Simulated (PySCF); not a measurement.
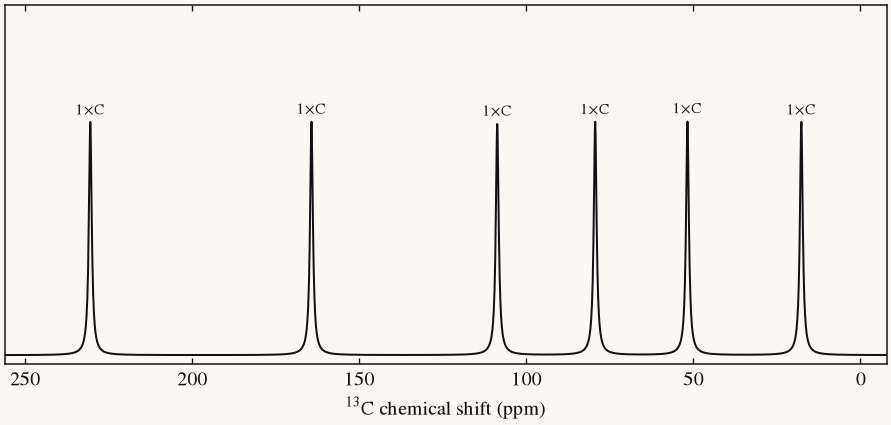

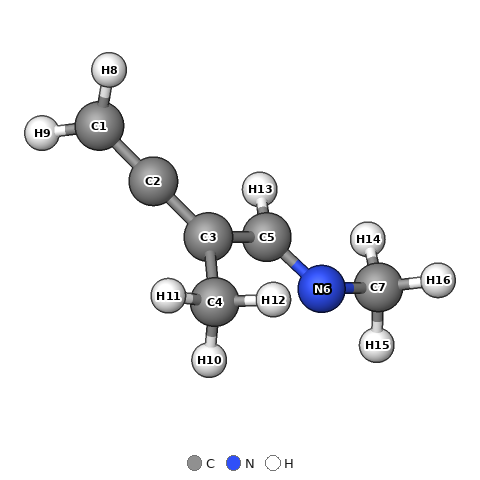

Spectrum and numbered structure of C₆H₉N, SMILES C=C=C(C)/C=N/C. GIAO shifts, PBE0/pcSseg-1, PySCF 2.14.0, at a GFN2-xTB geometry (no frequency check), against TMS for ¹³C computed at the same level. Gas phase, fully decoupled, line heights follow the number of nuclei, widths are arbitrary (no quadrupolar broadening); values of one conformer, averaged over methyl-type rotors and exact or near symmetry; other conformers aren't averaged in.

**Which ¹³C nuclei are the least shielded, and which the most?**

Least shielded: C2 at 230.4 ppm. Most shielded: C4 at 17.7 ppm.

Caveats: the tight-binding geometry is rougher than a DFT one and adds to the error.
